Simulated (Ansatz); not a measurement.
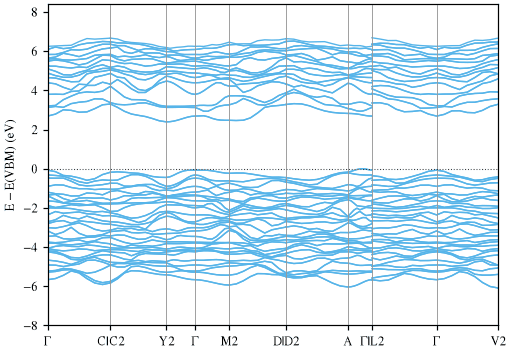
Figure. Band structure from the program Ansatz at the r²SCAN with spin–orbit coupling level (PAW)

The gap is 2.39 eV; an edge lies off the plotted path or next to a special point (maximum on the A–Γ line, 60 % of the way from A, minimum off the standard path).

The material is Hf2N2O in space group C2/m (No. 12; Pearson symbol mS30).

The first step of the workflow began from a Materials Project structure, measured or hypothetical; the Crystallography Open Database copy checked does not list it. Whether it is the stable phase at ambient conditions was not checked. The r²SCAN relaxation kept the symmetry of its start; whether a distortion lowers the energy is not shown. The run is not spin-polarised.

Potentials: the later of the program's two PAW sets.
